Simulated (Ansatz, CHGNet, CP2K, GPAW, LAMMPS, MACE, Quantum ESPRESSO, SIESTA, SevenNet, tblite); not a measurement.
# Running glassy 74TiO2-26ZrO2 (mol %) (105 atoms) with tblite

How near does tblite come to plane waves for glassy 74TiO2-26ZrO2 (mol %) (105 atoms)?

Program: tblite 0.8.0. Level of theory: the method is named at each step. Results are calculated unless marked as measured.

### 1. The structure

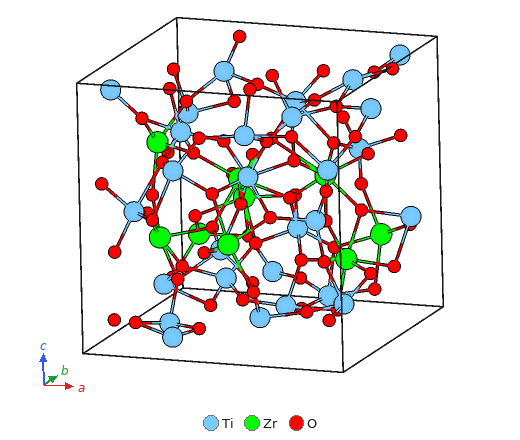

The starting structure, seen slightly off an axis (titanium blue, zirconium green, oxygen red). Bonds to atoms that aren't drawn are left out. Some periodic images of atoms are drawn too.

The cell holds 105 atoms: 26 Ti, 9 Zr and 70 O. Its edges and angles: a = 11.023 Å, b = 11.023 Å, c = 11.023 Å, α = 90.0°, β = 90.0°, γ = 90.0°. 105 atoms (26 Ti, 9 Zr, 70 O) placed at random at 3.98 g/cm³, melted at 4000 K for 10 ps at fixed volume with the Morse and Coulomb pair potential with partial charges (Pedone, Malavasi, Menziani, Cormack and Segre, J. Phys. Chem. B 110, 11780 (2006)). Quenched from 4000 K to 300 K at 50 K/ps and fixed volume, held 10 ps at zero pressure, then minimised at fixed cell.

The yardstick, on the same geometry:

- method: Kohn-Sham DFT, PBE, SSSP efficiency 1.3.0 pseudopotentials, plane waves (Quantum ESPRESSO 7.5); sssp-pbe-1.3.0-efficiency, cutoffs 60/480 Ry, Γ point
- r.m.s. force component: 0.597 eV/Å
- longest force: 2.513 eV/Å
- pressure: 0.62 GPa
- gap (highest filled to lowest empty level): 2.446 eV
- time: 21 min on 2 MPI ranks of Arm Neoverse V1, shared host
- CPU time: 42 min

### 2. GFN1-xTB

Method: GFN1-xTB tight binding, diagonalisation.

File run.py:

```python
import numpy as np
from ase.io import read
from tblite.ase import TBLite

atoms = read("structure.xyz")
atoms.calc = TBLite(method="GFN1-xTB", electronic_temperature=580, accuracy=1.0, max_iterations=250, mixer_damping=0.4, verbosity=1)
energy = atoms.get_potential_energy()
forces = atoms.get_forces()
print(f"energy {energy:.6f} eV")
print("forces (eV/A)")
for i, (a, f) in enumerate(zip(atoms, forces)):
    print(f"{i:4d} {a.symbol:2s} {f[0]:10.5f} {f[1]:10.5f} {f[2]:10.5f}")
stress = -atoms.get_stress(voigt=False) * 160.21766
print("stress (GPa, compression positive)")
for row in stress:
    print(" ".join(f"{x:10.4f}" for x in row))
print("charges (e)")
print(np.array2string(atoms.get_charges(), precision=4, suppress_small=True, max_line_width=110, threshold=100000))
```

File structure.xyz:

```xyz
105
Lattice="11.02260 0.00000 0.00000 0.00000 11.02260 0.00000 0.00000 0.00000 11.02260" Properties=species:S:1:pos:R:3 pbc="T T T"
Ti 6.11346 7.98213 3.61365
Ti 3.83090 11.00518 0.94034
Ti 2.65457 2.68962 0.78018
Ti 10.88372 8.10326 4.37917
Ti 2.85673 8.70664 9.59506
Ti 7.44863 4.20347 9.13597
Ti 3.78141 0.54408 7.58190
Ti 9.22371 6.37580 10.25741
Ti 6.64872 2.29987 1.37099
Ti 2.86257 3.84171 8.30773
Ti 6.80436 0.63567 9.20211
Ti 10.17981 0.95952 7.94994
Ti 6.24926 7.74415 8.82822
Ti 0.62410 7.36828 1.08385
Ti 8.06050 9.86710 6.52637
Ti 1.73507 1.45862 5.55087
Ti 10.99780 3.73258 9.84417
Ti 4.49447 3.71043 3.64451
Ti 9.85476 9.93731 10.44557
Ti 3.45327 6.90367 1.64380
Ti 8.83803 2.97632 5.31499
Ti 0.91157 9.68038 7.52237
Ti 6.85870 9.23143 0.59412
Ti 5.96301 3.08269 6.86895
Ti 6.44227 5.66870 1.01419
Ti 10.07355 2.67309 2.07280
Zr 0.88258 10.64232 2.36776
Zr 7.98554 6.32918 6.29699
Zr 8.98121 5.84032 3.06627
Zr 0.88798 6.34990 7.13658
Zr 4.42646 6.07147 5.96598
Zr 3.31461 9.38718 4.32152
Zr 5.98825 0.73047 4.68835
Zr 1.50293 4.79384 3.67901
Zr 8.58209 10.71595 2.85992
O 0.76662 0.49822 6.85198
O 5.35599 9.74607 4.47253
O 0.25870 9.23815 0.88302
O 6.20727 6.95735 5.09200
O 3.55181 5.26814 4.11694
O 10.47863 7.19908 2.53343
O 9.43612 8.17271 10.14443
O 0.47772 8.51099 6.17817
O 1.82435 1.12232 1.12486
O 0.16358 10.11709 9.15240
O 8.93723 0.31205 9.38563
O 2.69029 3.59127 2.34848
O 7.37588 4.52720 7.27866
O 9.64191 10.36356 7.04895
O 8.54351 5.90216 0.94001
O 8.36560 2.99638 1.55364
O 7.03815 2.46509 8.53634
O 9.25976 4.42800 9.64676
O 2.78982 5.35809 7.07419
O 1.61823 3.21254 5.06268
O 5.22868 4.14218 5.46578
[... 45 atom lines left out ...]
O 9.46621 2.19184 3.86717
O 6.90588 6.26932 2.77560
O 2.46620 7.66159 0.28262
O 5.36294 10.08116 1.00791
```

Started as:

```sh
OMP_NUM_THREADS=1 python run.py > output.txt
```

The program printed:

```text
------------------------------------------------------------
  cycle        total energy    energy error   density error
------------------------------------------------------------
      1     -304.3268510489  -3.0454672E+02   1.3680106E+00
      2     -337.2947096872  -3.2967859E+01   2.9843684E+00
      3     -119.1643012184   2.1813041E+02   1.5824778E+00
      4     -308.6058883494  -1.8944159E+02   1.1249422E+00
      5     -354.4025347938  -4.5796646E+01   8.3469514E-01
      6     -350.4577770659   3.9447577E+00   7.2869174E-01
      7     -368.9034609984  -1.8445684E+01   5.9490390E-01
      8     -370.2579012155  -1.3544402E+00   5.2020782E-01
      9     -371.6661381883  -1.4082370E+00   4.4593602E-01
     10     -375.1905737670  -3.5244356E+00   3.1783985E-01
     11     -377.7665448078  -2.5759710E+00   2.3197003E-01
     12     -378.6619031706  -8.9535836E-01   1.5675638E-01
     13     -379.0957040938  -4.3380092E-01   1.1696775E-01
     14     -379.4445590907  -3.4885500E-01   6.0834621E-02
     15     -379.6106389858  -1.6607990E-01   3.4002694E-02
     16     -379.6062352668   4.4037190E-03   2.8979501E-02
     17     -379.6270390401  -2.0803773E-02   2.2769319E-02
     18     -379.6411304176  -1.4091378E-02   1.7117730E-02
     19     -379.6480796939  -6.9492762E-03   1.3914771E-02
     20     -379.6496754173  -1.5957235E-03   1.2317818E-02
     21     -379.6522413026  -2.5658853E-03   1.0877857E-02
     22     -379.6564576510  -4.2163483E-03   8.0146042E-03
     23     -379.6575348817  -1.0772307E-03   7.2151590E-03
     24     -379.6591742269  -1.6393452E-03   5.8638339E-03
[...]
29     -379.6622545308  -1.7864806E-04   9.0791795E-04
     30     -379.6623040951  -4.9564299E-05   4.0010889E-04
     31     -379.6623154491  -1.1353967E-05   1.4954845E-04
     32     -379.6623157766  -3.2752450E-07   1.2345786E-04
     33     -379.6623165664  -7.8986341E-07   6.5456728E-05
     34     -379.6623167479  -1.8148341E-07   3.8703377E-05
     35     -379.6623168362  -8.8320974E-08   2.6710368E-05
     36     -379.6623168629  -2.6666555E-08   1.9034951E-05
------------------------------------------------------------
 total:                                   9.641 sec
energy -10331.137863 eV
forces (eV/A)
   0 Ti   -0.08415   -0.31787    0.20217
   1 Ti   -0.72427   -0.41156    0.95172
   2 Ti   -0.91468   -1.38308    1.23766
   3 Ti   -0.07443    0.62661   -0.40281
   4 Ti    0.34334   -0.20226   -0.17208
   5 Ti    0.39807    0.58104   -0.54941
   6 Ti    0.18529    0.92474   -0.59736
   7 Ti   -0.42091    0.22234    0.34730
   8 Ti    1.12186   -0.40531    0.79018
   9 Ti    0.45956   -0.05948   -0.60775
  10 Ti   -0.34846   -0.22181   -0.12412
  11 Ti    0.12665    0.56247   -0.46276
  12 Ti    0.00432   -1.57614   -0.80957
  13 Ti   -0.67094   -0.03396    1.06229
  14 Ti   -0.48653    0.80108   -0.09646
  15 Ti   -0.25356   -0.20986   -1.90230
  16 Ti    0.49108    0.02274   -0.34206
  17 Ti   -0.00089   -0.79782    0.34695
  18 Ti   -0.17904   -0.87429    0.12405
  19 Ti   -0.49441   -0.16348    0.86999
  20 Ti   -0.69708    0.12575   -0.60179
  21 Ti   -0.09070   -0.34286    0.01567
  22 Ti   -0.41700   -0.32027   -0.07075
  23 Ti   -0.55855    0.39690   -0.43992
[...]
97 O     0.28649    0.02059    0.65966
  98 O    -0.18636    0.34544    0.17625
  99 O     0.74377    0.48192   -1.07439
 100 O    -0.64039   -0.19667    0.13024
 101 O    -0.26689    0.60714    0.93294
 102 O    -0.34886   -0.34557   -0.87823
 103 O     0.59387    0.02660   -0.28657
 104 O     0.29668    0.16771   -0.44156
stress (GPa, compression positive)
   -9.2193     0.1118    -0.9616
    0.1118   -13.0252    -0.1617
   -0.9616    -0.1617   -12.2998
charges (e)
[ 0.8729  0.8635  0.8569  0.8957  0.906   0.9126  0.9055  0.8952  0.9178  0.9164  0.9546  0.9224  0.9225
  0.8801  0.8173  0.8672  0.8974  0.8685  0.9424  0.8667  0.8449  0.9104  0.8765  0.8967  0.9225  0.8999
  1.1014  1.1019  1.1127  1.0881  1.083   1.0667  1.0972  1.093   1.1198 -0.4502 -0.5181 -0.4849 -0.4875
 -0.5164 -0.4822 -0.446  -0.4564 -0.4811 -0.4524 -0.4627 -0.4742 -0.4839 -0.4582 -0.4812 -0.4525 -0.4463
 -0.441  -0.4954 -0.501  -0.4771 -0.4898 -0.4606 -0.4592 -0.485  -0.4616 -0.4928 -0.4448 -0.4562 -0.5116
 -0.4976 -0.4988 -0.4793 -0.4683 -0.4328 -0.445  -0.4957 -0.5239 -0.4574 -0.4663 -0.4535 -0.4329 -0.4407
 -0.4987 -0.4586 -0.4803 -0.4377 -0.4814 -0.4489 -0.4555 -0.4401 -0.4596 -0.4745 -0.4831 -0.4755 -0.5457
 -0.4465 -0.5182 -0.5199 -0.4327 -0.5359 -0.4748 -0.4452 -0.4631 -0.487  -0.4943 -0.4643 -0.4866 -0.447
 -0.4386]
```

It took 11 s on 1 thread of Arm Neoverse V1, shared host; peak memory 0.14 GiB.

Banners, paths, timers and routine set-up lines are dropped from the logs unmarked, and long logs keep their key lines alone; longer cuts are marked.

Numbers from this run, and their distance from the reference:

```yaml
r_m_s_force_component: 0.5139 eV/Å
r_m_s_difference_of_force_components: 729.2 meV/Å
longest_difference_of_force_vectors: 2999 meV/Å
force_difference_over_r_m_s_force: 122.1 %
slope_of_forces_against_the_reference_s: 0.1246
correlation_of_force_components: 0.1447
pressure: -11.51 GPa
pressure_difference: -12.13 GPa
```

Length of the force difference by element (eV/Å):

| element | atoms | mean | most |
| --- | --- | --- | --- |
| O | 70 | 1.3 | 3.0 |
| Ti | 26 | 0.91 | 1.9 |
| Zr | 9 | 0.50 | 0.64 |

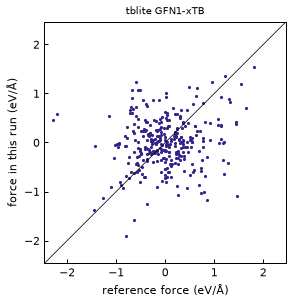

Force components against those of the reference; the line marks equality.

A closer look about Zr28, which has 7 bonded neighbours where the commonest count for Zr is 6: 9 atoms, nearest first, numbered in the order of the input, with positions taken from that point.

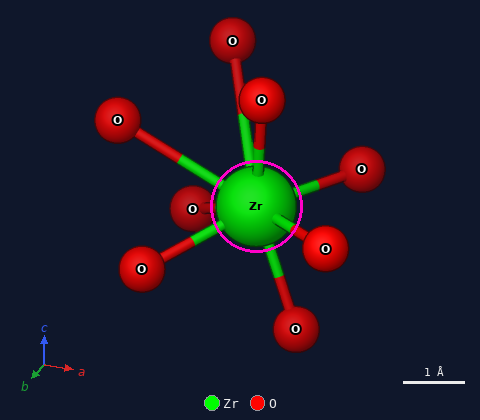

The atoms of the table, within 3.1 Å (arrows a, b, c point along x, y, z); some may hide others; the central atom is ringed.

| atom | x | y | z | distance (Å) | bonds | Mulliken charge (e) | Fx | Fy | Fz (eV/Å) |
| --- | --- | --- | --- | --- | --- | --- | --- | --- | --- |
| Zr28 | 0.00 | 0.00 | 0.00 | 0.00 | 7 | 1.10 | 1.19 | 0.13 | 0.82 |
| O96 | 1.86 | -0.06 | 1.02 | 2.12 | 2 | -0.54 | 0.27 | 0.04 | -0.10 |
| O69 | -0.36 | 1.92 | 0.82 | 2.12 | 3 | -0.47 | -0.07 | 0.57 | 0.06 |
| O48 | -0.61 | -1.80 | 0.98 | 2.14 | 3 | -0.48 | -0.01 | 0.00 | 0.73 |
| O94 | 1.11 | 1.00 | -1.59 | 2.18 | 3 | -0.52 | 0.25 | 0.02 | -0.12 |
| O66 | 0.60 | -1.59 | -1.44 | 2.23 | 3 | -0.50 | 0.16 | -1.09 | 0.04 |
| O39 | -1.78 | 0.63 | -1.20 | 2.24 | 3 | -0.49 | 0.01 | 0.87 | -0.93 |
| O60 | -2.36 | 0.25 | 1.27 | 2.69 | 3 | -0.48 | -0.05 | 1.02 | 0.87 |
| O97 | -0.40 | 0.04 | 3.03 | 3.05 | 3 | -0.47 | -0.03 | 0.25 | 0.23 |

Atoms are counted from 1 here, from 0 in the log.

Forces lie 122 % from the reference's, at 0.0043 times its CPU time (on 1 against 2 cores).

### 3. Summary of results

```json
{
  "force difference from the reference": "tblite GFN1-xTB, 122 %",
  "its CPU time": "11 s"
}
```

What this shows: Tight binding differs by 122 % (tblite GFN1-xTB); it is another model, with fitted parameters of its own, and the xTB methods hold dispersion. One electronic-structure run takes under half the reference's CPU time: tblite GFN1-xTB, at 122 % in 11 s against 42 min, too far off to be of use; its pressure misses by -12.1 GPa. Periodic xTB results under one method name differ between programs and library versions. The reference's pressure holds the uncorrected Pulay stress of its 60 Ry basis, so small pressure differences, and their order, may be the reference's own error. The quench rate of 50 K/ps is many orders above laboratory rates, so the cell is likely richer in defects and strain than a real sample. The network of bonds at the start is that of the classical potential that made the cell, and needn't be the one that DFT or experiment would give. The electronic-structure runs sample only Γ, in a cell whose shortest periodic width is 11 Å.

[Also dropped from logs without a mark: logging warnings of Python, and SIESTA's first energy breakdown and zero terms.]

[Logs are printed without paths, hosts, clocks, repeated set-up lines and the standing remarks that a program may print on its own settings, such as how far it seeks lower states.]

[Hosts, paths, dates, database ids (printed as entryN), source tags and the programs' standing remarks are cut or masked in the printed files.]
